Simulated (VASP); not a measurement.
Band structure of La₂O₃ (a-type). Calculation: PBE GGA with D3 dispersion (zero damping), VASP's PBE PAW potentials (set 64) (plane waves; VASP).

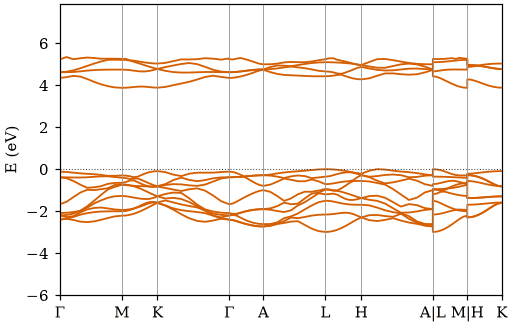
Bands along high-symmetry lines, zero at the valence-band maximum or, without a gap, the Fermi level

Problem. Read the plot: is there a gap, and where are the band edges?

Solution. The gap is indirect, 3.87 eV, from the valence maximum at H-A at 0.22 to the conduction minimum at M. (Edges off the drawn lines would not show.)

The compound is La2O3 in the a-type structure. It was relaxed first.
